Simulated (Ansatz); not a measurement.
The starting structures come from a database of crystals and need not be the phases stable at ambient conditions.

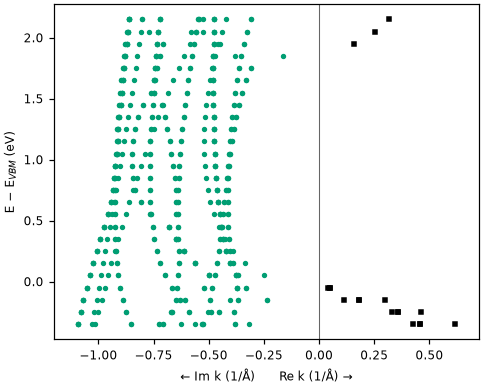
Figure. Complex bands at the centre of the two-dimensional zone; r2SCAN (Ansatz, a first-principles code)

No gap correction and no spin-orbit coupling; mid-gap is the computed energy nearest the middle.

Q: This is Ca$_{2}$HN (Fd-3m, 16 atoms a cell, 15.5 Å³ an atom, 2 GPa at this level) along the normal of (001). Read off the slowest decay at the centre of the two-dimensional zone at 0.95 eV, the computed energy nearest the middle of the gap.

A: κ ≈ 0.41 1/Å, a decay length 1/(2κ) of the density of 1.2 Å.
